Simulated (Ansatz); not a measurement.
# Si₂H₄ (triplet): correlated methods under varied settings at distance Si1–H5 along a hydrogen transfer = 1.550 Å

What do other methods and options give for Si₂H₄ (triplet) at this geometry, and how long do they take?

Program: Ansatz 0.2.0, Gaussian basis. Level of theory: the settings change from run to run. These are calculated values, not measurements.

7 further runs of the same task are left out: 2 for a mislabelled method, 3 that didn't finish, 2 set aside as unsound or not needed.

## Step 1: What is computed

The geometry derives from fragments relaxed apart (PBE0/def2-TZVP) and kept rigid, so it is no stationary point. A hydrogen atom is moved between rigid fragments.

6 atoms, charge 0, spin multiplicity 3.

Atoms are counted from 1 here; the program's logs count them from 0.

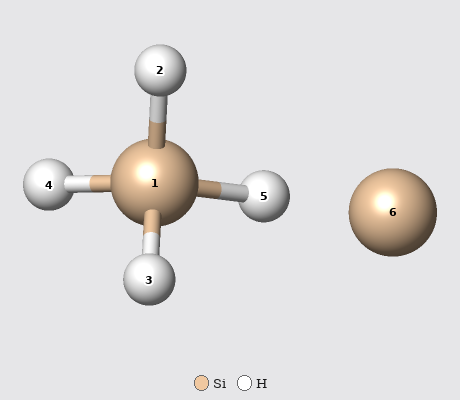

The structure; silicon light orange, hydrogen white; atoms are numbered from 1 in the order of the file.

Geometry (Å):

```xyz
6

Si   -1.5774    0.0000    0.0000
H    -2.0723    1.3997    0.0000
H    -2.0723   -0.6999    1.2122
H    -2.0723   -0.6999   -1.2122
H    -0.0274    0.0000    0.0000
Si    1.8016    0.0000    0.0000
```

## Step 2: CISD/6-31G

in.yaml reads:

```yaml
crystal:
  periodic: [false, false, false]
  atoms:
    - {symbol: Si, position_ang: [-1.577449, 0.000000, 0.000000]}
    - {symbol: H, position_ang: [-2.072321, 1.399708, 0.000000]}
    - {symbol: H, position_ang: [-2.072321, -0.699854, 1.212183]}
    - {symbol: H, position_ang: [-2.072321, -0.699854, -1.212182]}
    - {symbol: H, position_ang: [-0.027449, 0.000000, 0.000000]}
    - {symbol: Si, position_ang: [1.801551, 0.000000, 0.000000]}
basis:
  gaussian: {orbitals: 6-31G, fitting: {mean_field: def2-universal-jkfit}}
magnetization: {spin_polarized: false, initial_magnetization: 2}
correlation: {active_space: {ras: {orbitals: [5, 2, 17], electrons: 12, max_holes: 2, max_particles: 2}, fixed_orbitals: true}}
accuracy: high
output: {forces: true}
```

The run is started by

```bash
$ ansatz run in.yaml --threads 1 --pin off --events-out ev --progress --plain --max-ram 2393MiB
```

The program printed:

```text
Functional definition: HF
  name "HF"
  cite "Fock, Z. Phys. 61, 126 (1930) doi:10.1007/BF01340294"
  parent pbe
  exchange = exact_x
  correlation = 0
328 factors; integrals over basis functions are off by at most 8.0e-2 eV
mean field evaluation 1: about -15781.6646 eV, gradient 1.0e1 eV
mean field evaluation 2: about -15782.4040 eV, gradient 2.5e0 eV
mean field evaluation 4: about -15782.4568 eV, gradient 8.4e-2 eV
mean field evaluation 8: about -15782.3611 eV, gradient 1.1e0 eV
mean field -15782.45687830 eV, -579.9945925441 hartree, gradient 9.1e-9 eV, S^2 2.000000; 2 other end points of the search recorded, 0 dependent functions left out
reference -15782.45687830 eV, -579.9945925441 hartree; 17, 15 occupied and 17, 19 virtual orbitals, 328 factors
state -15785.38812304 eV, -580.1023138014 hartree
the calculation of the forces begins
Total energy: -15785.38812304 eV, -580.1023138014 hartree
Atom 0 at    -1.577449     0.000000     0.000000 Å, force     0.041610     0.000002     0.000000 eV/Å
Atom 1 at    -2.072321     1.399708     0.000000 Å, force     0.033247     0.425483     0.000000 eV/Å
Atom 2 at    -2.072321    -0.699854     1.212183 Å, force     0.033246    -0.212743     0.368482 eV/Å
Atom 3 at    -2.072321    -0.699854    -1.212182 Å, force     0.033246    -0.212743    -0.368482 eV/Å
Atom 4 at    -0.027449     0.000000     0.000000 Å, force    -0.972035    -0.000000    -0.000000 eV/Å
Atom 5 at     1.801551     0.000000     0.000000 Å, force     0.830688    -0.000000     0.000000 eV/Å
Dipole moment:    -0.521156    -0.000000     0.000000 e Å
```

Run time: 1.2 s. Hardware: 1 thread of Arm Neoverse V2, shared host.

From the report: 32,680 determinants.

## Step 3: HF/cc-pVDZ

in.yaml reads:

```yaml
crystal:
  periodic: [false, false, false]
  atoms:
    - {symbol: Si, position_ang: [-1.577449, 0.000000, 0.000000]}
    - {symbol: H, position_ang: [-2.072321, 1.399708, 0.000000]}
    - {symbol: H, position_ang: [-2.072321, -0.699854, 1.212183]}
    - {symbol: H, position_ang: [-2.072321, -0.699854, -1.212182]}
    - {symbol: H, position_ang: [-0.027449, 0.000000, 0.000000]}
    - {symbol: Si, position_ang: [1.801551, 0.000000, 0.000000]}
basis:
  gaussian: {orbitals: cc-pVDZ, fitting: {mean_field: def2-universal-jkfit}}
magnetization: {spin_polarized: true, initial_magnetization: 2}
hamiltonian: {xc: hf}
output: {forces: true, orbitals: {seedname: orbitals}}
```

Launched as before.

The program printed, shortened:

```text
Functional definition: HF
  name "HF"
  cite "Fock, Z. Phys. 61, 126 (1930) doi:10.1007/BF01340294"
  parent pbe
[...]
328 factors; integrals over basis functions are off by at most 3.5e-1 eV
[...]
mean field -15784.94741560 eV, -580.0861181016 hartree, gradient 1.1e-5 eV, S^2 2.026388; 0 other end points of the search recorded, 0 dependent functions left out
[...]
reference -15784.94741560 eV, -580.0861181016 hartree; 17, 15 occupied and 39, 41 virtual orbitals, 328 factors
Total energy: -15784.94741560 eV, -580.0861181016 hartree
Atom 0 at    -1.577449     0.000000     0.000000 Å, force     0.005152     0.000002    -0.000000 eV/Å
Atom 1 at    -2.072321     1.399708     0.000000 Å, force     0.225851    -0.009273     0.000000 eV/Å
Atom 2 at    -2.072321    -0.699854     1.212183 Å, force     0.225850     0.004635    -0.008028 eV/Å
Atom 3 at    -2.072321    -0.699854    -1.212182 Å, force     0.225850     0.004635     0.008028 eV/Å
Atom 4 at    -0.027449     0.000000     0.000000 Å, force    -1.386148     0.000000    -0.000000 eV/Å
Atom 5 at     1.801551     0.000000     0.000000 Å, force     0.703444    -0.000000     0.000000 eV/Å
Dipole moment:    -0.518478    -0.000000     0.000000 e Å
```

Run time: 0.54 s. Hardware: 1 thread of Arm Neoverse V2, shared host.

From the report: ⟨S²⟩ of the determinant 2.026 (pure triplet: 2.00).

## Step 4: CISD/6-31G*

Edit in.yaml of step 3 so:

```diff
@@ -10,5 +10,4 @@
 basis:
-  gaussian: {orbitals: cc-pVDZ, fitting: {mean_field: def2-universal-jkfit}}
-magnetization: {spin_polarized: true, initial_magnetization: 2}
-hamiltonian: {xc: hf}
-output: {forces: true, orbitals: {seedname: orbitals}}
+  gaussian: {orbitals: "6-31G*", point_charges: [{charge: -0.50, position_ang: [6.328, 0.375, 0.331]}]}
+magnetization: {spin_polarized: false, initial_magnetization: 2}
+correlation: {active_space: {ras: {orbitals: [5, 2, 29], electrons: 12, max_holes: 2, max_particles: 2}, fixed_orbitals: true}}
```

Same command.

The program printed:

```text
Functional definition: HF
  name "HF"
  cite "Fock, Z. Phys. 61, 126 (1930) doi:10.1007/BF01340294"
  parent pbe
  exchange = exact_x
  correlation = 0
458 factors; integrals over basis functions are off by at most 7.9e-4 eV
mean field evaluation 1: about -15782.8316 eV, gradient 1.1e1 eV
mean field evaluation 2: about -15782.8556 eV, gradient 1.1e1 eV
mean field evaluation 4: about -15783.8323 eV, gradient 5.7e-1 eV
mean field evaluation 8: about -15783.8351 eV, gradient 2.1e-2 eV
mean field evaluation 16: about -15783.7282 eV, gradient 1.2e0 eV
mean field -15783.83508804 eV, -580.0452408179 hartree, gradient 2.8e-6 eV, S^2 2.000000; 4 other end points of the search recorded, 0 dependent functions left out
reference -15783.83508804 eV, -580.0452408179 hartree; 17, 15 occupied and 29, 31 virtual orbitals, 458 factors
state -15788.18226722 eV, -580.2049967060 hartree
Total energy: -15788.18226722 eV, -580.2049967060 hartree
```

Run time: 1.8 s. Hardware: 1 thread of Arm Neoverse V2, shared host.

From the report: 185,156 determinants.

## Step 5: MP2 on ROHF/cc-pVDZ

Edit in.yaml of step 4 so:

```diff
@@ -10,4 +10,5 @@
 basis:
-  gaussian: {orbitals: "6-31G*", point_charges: [{charge: -0.50, position_ang: [6.328, 0.375, 0.331]}]}
+  gaussian: {orbitals: cc-pVDZ, fitting: {mean_field: def2-universal-jkfit}}
 magnetization: {spin_polarized: false, initial_magnetization: 2}
-correlation: {active_space: {ras: {orbitals: [5, 2, 29], electrons: 12, max_holes: 2, max_particles: 2}, fixed_orbitals: true}}
+correlation: {method: mp2, electrons: valence}
+output: {forces: true}
```

Launched as before.

The program printed, shortened:

```text
Functional definition: HF
  name "HF"
  cite "Fock, Z. Phys. 61, 126 (1930) doi:10.1007/BF01340294"
  parent pbe
[...]
328 factors; integrals over basis functions are off by at most 3.5e-1 eV
[...]
mean field -15784.81985485 eV, -580.0814303307 hartree, gradient 2.0e-6 eV, S^2 2.000000; 2 other end points of the search recorded, 0 dependent functions left out
[...]
10 core orbitals not correlated: weight in the atoms' cores, before any rotation towards them, 1.000 or more for the frozen orbitals, at most 0.000 for the correlated occupied ones
reference -15784.81985485 eV, -580.0814303307 hartree; 7, 5 occupied and 39, 41 virtual orbitals, 328 factors
second order -4.66251713 eV of doubles, -0.06815180 eV of singles
[...]
Total energy: -15789.55052378 eV, -580.2552792071 hartree
Atom 0 at    -1.577449     0.000000     0.000000 Å, force     0.028213     0.000002    -0.000000 eV/Å
Atom 1 at    -2.072321     1.399708     0.000000 Å, force     0.191475     0.033215     0.000000 eV/Å
Atom 2 at    -2.072321    -0.699854     1.212183 Å, force     0.191475    -0.016609     0.028768 eV/Å
Atom 3 at    -2.072321    -0.699854    -1.212182 Å, force     0.191475    -0.016609    -0.028768 eV/Å
Atom 4 at    -0.027449     0.000000     0.000000 Å, force    -0.967099     0.000000     0.000000 eV/Å
Atom 5 at     1.801551     0.000000     0.000000 Å, force     0.364462    -0.000000     0.000000 eV/Å
Dipole moment:    -0.488790    -0.000000     0.000000 e Å
```

Wall time 0.72 s (1 thread of Arm Neoverse V2, shared host).

## Step 6: CCSDT on UHF/STO-3G

Edit in.yaml of step 5 so:

```diff
@@ -10,5 +10,4 @@
 basis:
-  gaussian: {orbitals: cc-pVDZ, fitting: {mean_field: def2-universal-jkfit}}
-magnetization: {spin_polarized: false, initial_magnetization: 2}
-correlation: {method: mp2, electrons: valence}
-output: {forces: true}
+  gaussian: {orbitals: STO-3G}
+magnetization: {spin_polarized: true, initial_magnetization: 2}
+correlation: {method: ccsdt, electrons: outside_noble_gas}
```

Launched as before.

The program printed, shortened:

```text
Functional definition: HF
  name "HF"
  cite "Fock, Z. Phys. 61, 126 (1930) doi:10.1007/BF01340294"
  parent pbe
[...]
362 factors; integrals over basis functions are off by at most 2.9e-8 eV
[...]
mean field -15601.96676001 eV, -573.3617030375 hartree, gradient 2.2e-6 eV, S^2 2.003828; 6 other end points of the search recorded, 0 dependent functions left out
determinant -15601.96676001 eV, -573.3617030375 hartree, with singles and doubles -15604.30361271 eV, -573.4475807902 hartree
determinant -15601.44535091 eV, -573.3425416064 hartree, with singles and doubles -15603.82106549 eV, -573.4298475069 hartree
determinant -15601.96676001 eV, -573.3617030375 hartree, with singles and doubles -15604.30351862 eV, -573.4475773324 hartree
determinant -15601.44535091 eV, -573.3425416064 hartree, with singles and doubles -15603.82106456 eV, -573.4298474729 hartree
10 core orbitals not correlated: weight in the atoms' cores, before any rotation towards them, 1.000 or more for the frozen orbitals, at most 0.000 for the correlated occupied ones
reference -15601.96676001 eV, -573.3617030375 hartree; 7, 5 occupied and 5, 7 virtual orbitals, 362 factors
second order -1.54718589 eV of doubles, -0.00000000 eV of singles
cycle   1  -2.04439272 eV  change   -5.0e-1 eV  update   6.2e-2
[...]
cycle  17  -2.35992386 eV  change    3.4e-8 eV  update   7.4e-7
Total energy: -15604.32668387 eV, -573.4484286395 hartree
```

Run time: 0.96 s. Hardware: 1 thread of Arm Neoverse V2, shared host.

From the report: ⟨S²⟩ of the determinant 2.004 (pure triplet: 2.00); correlation -2.3599 eV; T1 0.004; largest double amplitude 0.10.

## Step 7: MP2 on UHF/6-31G*

Edit in.yaml of step 6 so:

```diff
@@ -10,4 +10,4 @@
 basis:
-  gaussian: {orbitals: STO-3G}
+  gaussian: {orbitals: "6-31G*", fitting: {mean_field: def2-universal-jkfit}}
 magnetization: {spin_polarized: true, initial_magnetization: 2}
-correlation: {method: ccsdt, electrons: outside_noble_gas}
+correlation: {method: mp2, electrons: outside_noble_gas}
```

Launched as before.

The program printed:

```text
Functional definition: HF
  name "HF"
  cite "Fock, Z. Phys. 61, 126 (1930) doi:10.1007/BF01340294"
  parent pbe
  exchange = exact_x
  correlation = 0
328 factors; integrals over basis functions are off by at most 8.0e-2 eV
mean field evaluation 1: about -15782.9316 eV, gradient 8.7e0 eV
mean field evaluation 2: about -15783.8533 eV, gradient 2.6e0 eV
mean field evaluation 4: about -15783.9714 eV, gradient 2.6e-1 eV
mean field evaluation 8: about -15783.8512 eV, gradient 1.6e0 eV
mean field -15783.97484918 eV, -580.0503769448 hartree, gradient 2.0e-6 eV, S^2 2.019379; 2 other end points of the search recorded, 0 dependent functions left out
10 core orbitals not correlated: weight in the atoms' cores, before any rotation towards them, 1.000 or more for the frozen orbitals, at most 0.000 for the correlated occupied ones
reference -15783.97484918 eV, -580.0503769448 hartree; 7, 5 occupied and 29, 31 virtual orbitals, 328 factors
second order -3.47910791 eV of doubles, -0.00000000 eV of singles
Total energy: -15787.45395709 eV, -580.1782318024 hartree
```

Wall time 0.27 s (1 thread of Arm Neoverse V2, shared host).

From the report: ⟨S²⟩ of the determinant 2.019 (pure triplet: 2.00).

## Step 8: CCSD(T) on ROHF/cc-pVDZ

Edit in.yaml of step 7 so:

```diff
@@ -10,4 +10,5 @@
 basis:
-  gaussian: {orbitals: "6-31G*", fitting: {mean_field: def2-universal-jkfit}}
-magnetization: {spin_polarized: true, initial_magnetization: 2}
-correlation: {method: mp2, electrons: outside_noble_gas}
+  gaussian: {orbitals: cc-pVDZ}
+magnetization: {spin_polarized: false, initial_magnetization: 2}
+correlation: {method: ccsd_t, electrons: valence}
+accuracy: high
```

Launched as before.

The program printed, shortened:

```text
Functional definition: HF
  name "HF"
  cite "Fock, Z. Phys. 61, 126 (1930) doi:10.1007/BF01340294"
  parent pbe
[...]
1247 factors; integrals over basis functions are off by at most 3.9e-9 eV
[...]
mean field -15784.82002629 eV, -580.0814366310 hartree, gradient 1.1e-8 eV, S^2 2.000000; 4 other end points of the search recorded, 0 dependent functions left out
determinant -15784.82002629 eV, -580.0814366310 hartree, with singles and doubles -15790.86514215 eV, -580.3035905410 hartree
determinant -15783.64994538 eV, -580.0384369507 hartree, with singles and doubles -15789.84929371 eV, -580.2662587997 hartree
10 core orbitals not correlated: weight in the atoms' cores, before any rotation towards them, 1.000 or more for the frozen orbitals, at most 0.000 for the correlated occupied ones
reference -15784.82002629 eV, -580.0814366310 hartree; 7, 5 occupied and 39, 41 virtual orbitals, 1247 factors
second order -4.67491674 eV of doubles, -0.06815388 eV of singles
cycle   1  -6.04494829 eV  change    1.7e-4 eV  update   2.9e-4
[...]
cycle  17  -6.04490013 eV  change  -1.5e-10 eV  update  6.6e-10
perturbative correction -0.13202448 eV, -0.0048518101 hartree
Total energy: -15790.99695090 eV, -580.3084344235 hartree
```

Run time: 5.5 s. Hardware: 1 thread of Arm Neoverse V2, shared host.

From the report: correlation -6.1769 eV; T1 0.018; largest double amplitude 0.07.

## Step 9: BCCD(T) on UHF/6-31G

Edit in.yaml of step 8 so:

```diff
@@ -10,5 +10,5 @@
 basis:
-  gaussian: {orbitals: cc-pVDZ}
-magnetization: {spin_polarized: false, initial_magnetization: 2}
-correlation: {method: ccsd_t, electrons: valence}
-accuracy: high
+  gaussian: {orbitals: 6-31G}
+magnetization: {spin_polarized: true, initial_magnetization: 2}
+correlation: {method: bccd_t, electrons: all}
+output: {forces: true}
```

Same command.

The program printed, shortened:

```text
Functional definition: HF
  name "HF"
  cite "Fock, Z. Phys. 61, 126 (1930) doi:10.1007/BF01340294"
  parent pbe
[...]
408 factors; integrals over basis functions are off by at most 1.8e-4 eV
[...]
mean field -15782.50104460 eV, -579.9962156257 hartree, gradient 1.9e-6 eV, S^2 2.007083; 3 other end points of the search recorded, 0 dependent functions left out
determinant -15782.50104460 eV, -579.9962156257 hartree, with singles and doubles -15785.76217013 eV, -580.1160597783 hartree
determinant -15781.39024662 eV, -579.9553945526 hartree, with singles and doubles -15784.73844959 eV, -580.0784387426 hartree
reference -15782.50104460 eV, -579.9962156257 hartree; 17, 15 occupied and 17, 19 virtual orbitals, 408 factors
second order -2.41703289 eV of doubles, -0.00000000 eV of singles
cycle   1  -3.25992583 eV  change    1.2e-3 eV  update   3.0e-3
[...]
cycle  11  -3.25914409 eV  change   -1.6e-7 eV  update   3.0e-7
perturbative correction -0.04948840 eV, -0.0018186651 hartree
[...]
Total energy: -15785.80967709 eV, -580.1178056268 hartree
Atom 0 at    -1.577449     0.000000     0.000000 Å, force     0.068433     0.000002    -0.000000 eV/Å
Atom 1 at    -2.072321     1.399708     0.000000 Å, force     0.000885     0.504555    -0.000000 eV/Å
Atom 2 at    -2.072321    -0.699854     1.212183 Å, force     0.000884    -0.252278     0.436960 eV/Å
Atom 3 at    -2.072321    -0.699854    -1.212182 Å, force     0.000884    -0.252278    -0.436960 eV/Å
Atom 4 at    -0.027449     0.000000     0.000000 Å, force    -0.854746     0.000000    -0.000000 eV/Å
Atom 5 at     1.801551     0.000000     0.000000 Å, force     0.783660     0.000000    -0.000000 eV/Å
Dipole moment:    -0.517075    -0.000000    -0.000000 e Å
```

It took 8.5 s on 1 thread of Arm Neoverse V2, shared host.

From the report: ⟨S²⟩ of the determinant 2.007 (pure triplet: 2.00); correlation -3.3086 eV; largest double amplitude 0.08.

## Step 10: The runs in one table

Where basis and cores are those of an earlier UCCSDT(Q)/cc-pVDZ run (-15791.0343 eV), and the state is the same kind, the miss against it is given.

| level | correlated | functions | energy (eV) | from UCCSDT(Q) (meV) | time |
| --- | --- | --- | --- | --- | --- |
| CISD/6-31G | valence | 34 | -15785.3881 |  | 1.2 s |
| HF/cc-pVDZ |  | 56 | -15784.9474 | 6086.9 | 0.54 s |
| CISD/6-31G* (beside a point charge) | outside noble gas | 46 | -15788.1823 |  | 1.8 s |
| MP2 on ROHF/cc-pVDZ | valence | 56 | -15789.5505 | 1483.8 | 0.72 s |
| CCSDT on UHF/STO-3G | outside noble gas | 22 | -15604.3267 |  | 0.96 s |
| MP2 on UHF/6-31G* | outside noble gas | 46 | -15787.4540 |  | 0.27 s |
| CCSD(T) on ROHF/cc-pVDZ | valence | 56 | -15790.9970 | 37.3 | 5.5 s |
| BCCD(T) on UHF/6-31G | all | 34 | -15785.8097 |  | 8.5 s |

## Step 11: Summary of results

```
quantity                        value
    runs                            8
quickest    MP2 on UHF/6-31G*, 0.27 s
 slowest  BCCD(T) on UHF/6-31G, 8.5 s
```

What this shows: Total energies in different bases, with other cores or another treatment of relativity can't be set against each other. BCCD(T) on UHF/6-31G took 32 times as long as MP2 on UHF/6-31G*; the jobs differ in more than the method. Among the correlated runs with a miss given, it spans +37 to +1484 meV. Hartree-Fock, CASSCF and CASCI lack dynamic correlation by design.
